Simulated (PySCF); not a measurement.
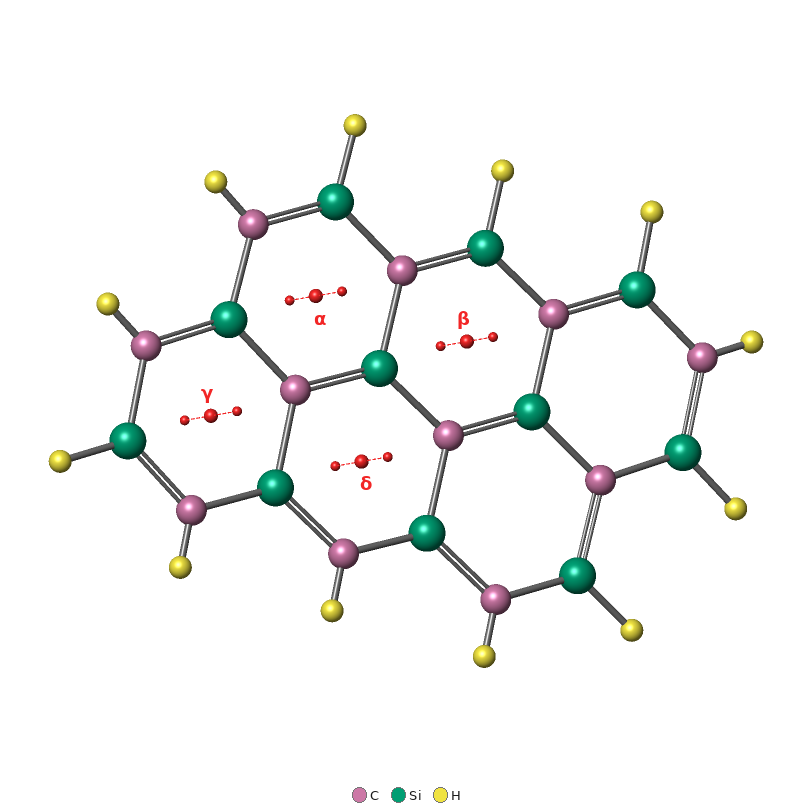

The small points mark where nucleus-independent chemical shifts (NICS) were computed: at the centre of each lettered ring and 1 Å above and below it. Computed geometry: GFN2-xTB optimisation. No frequency run is at hand to confirm it as a minimum. Level of theory: GIAO KT3/pcSseg-1 NMR shielding, non-relativistic, gas phase (PySCF 2.14.0).

Give NICS(0), NICS(1) and the out-of-plane component NICS(1)zz for each ring (means of the two sides).

```csv
ring,members,NICS(0),NICS(1),NICS(1)zz
α,C3Si3,−3.5,−2.6,2.1
β,C3Si3,−4.9,−4.0,−1.7
γ,C3Si3,−5.6,−4.5,−4.2
δ,C3Si3,−5.2,−3.9,−1.2
```

Values in ppm.

What do the values say about the ring currents?

Ring α: weak, as in a non-aromatic ring. Ring β: weak, as in a non-aromatic ring. Ring γ: weak, as in a non-aromatic ring. Ring δ: weak, as in a non-aromatic ring. NICS is one index among several.

The geometry is semi-empirical. Around Si such bond lengths and angles can be off by a tenth of an ångström or more and by several degrees, and values that hang on the shape move with them.
